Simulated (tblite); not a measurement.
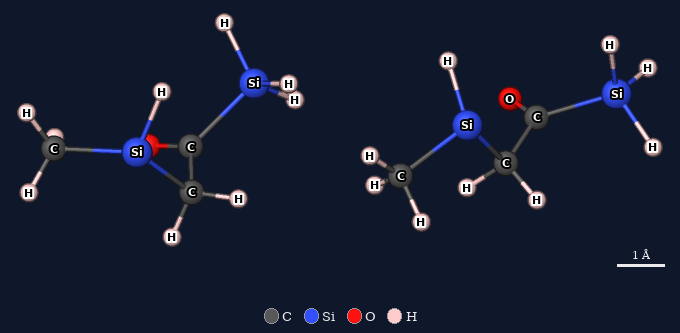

Two geometries of C$_{3}$H$_{9}$OSi$_{2}$ (multiplicity 2), drawn at one scale. One is the start of a relaxation, the other its converged end. A ball-and-stick model, seen at a tilt.

All numbers below come from GFN2-xTB geometry optimisation, gas phase in tblite. 

Which one is relaxed?

Answer. The left one is the relaxed one. After 207 geometry steps the energy has fallen by 11.3 kcal/mol. An H atom moves most after the best rigid fit: 2.18 Å. By element the largest moves are H 2.18 Å, O 1.24 Å, C 1.04 Å, Si 0.74 Å. Near-neighbour distances that change, for instance: C–Si 1.847 → 1.915 Å, C–H 1.128 → 1.087 Å, C–Si 1.855 → 1.893 Å, C–O 1.196 → 1.226 Å. Among the angles between lasting bonds that change: Si–C–C 112.8° → 100.6°, Si–C–H 106.1° → 112.6°, C–Si–C 106.8° → 112.1°. Groups turn about C–Si by about 90°, C–Si by about 65°. Cost: 1.8 s on 1 thread of Intel(R) Xeon(R) 6975P-C (shared host).
